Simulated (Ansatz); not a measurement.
```yaml
atoms:
  - { symbol: B, position_ang: [-0.0556, -0.5218, -1.5983] }
  - { symbol: C, position_ang: [0.0504, -0.2081, 3.0015] }
  - { symbol: H, position_ang: [-0.3895, 0.5643, 3.6462] }
  - { symbol: H, position_ang: [1.0829, -0.4024, 3.3228] }
  - { symbol: H, position_ang: [0.0422, 0.1428, 1.9608] }
  - { symbol: O, position_ang: [0.6776, 0.0859, -0.6454] }
  - { symbol: H, position_ang: [1.2487, -0.5173, -0.1580] }
  - { symbol: H, position_ang: [-0.7907, 0.1821, -2.2495] }
  - { symbol: H, position_ang: [0.0341, -1.7184, -1.7825] }
  - { symbol: H, position_ang: [-0.5389, -1.1311, 3.0854] }
```

These are results of RKS PBE0/def2-SVP in Ansatz, not measurements.

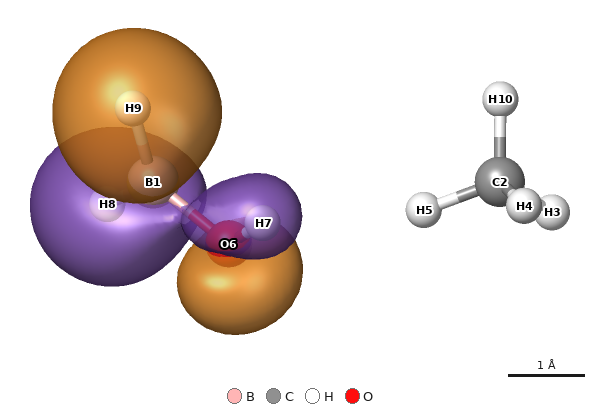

BH$_{3}$O···CH$_{4}$. The HOMO at ±0.1 Å⁻³ᐟ² (orange and purple are the two phases), seen from one side.

Q: Where does this orbital lie, and at what energy?

A: It lies mainly on B1 (about 30 %), H9 (about 25 %), O6 (about 20 %) and H8 (about 20 %). Its energy is −8.75 eV.
